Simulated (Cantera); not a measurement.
Charge: 1 mol MgCl₂, 48 mol N₂, held at 0.940 bar.

Cantera equilibrium calculation (NASA polynomials, part measured and part estimated; ideal gas, pure solids and liquids). Candidate condensed phases: Mg, MgCl₂; 9 gas species. Kinetics and transport are ignored.

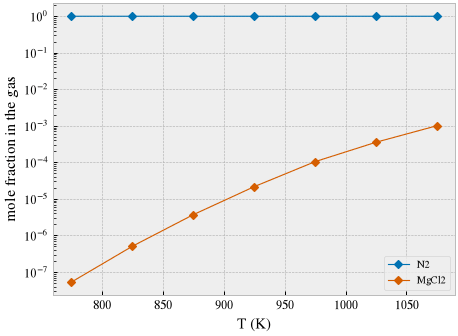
Figure: Equilibrium gas composition (values under 1e-9 drawn at 1e-9)

From 775 K to 975 K the condensed part is MgCl₂(s). From 1025 K to 1075 K the condensed part is MgCl₂(l). The main Mg-bearing gas is MgCl₂ throughout.
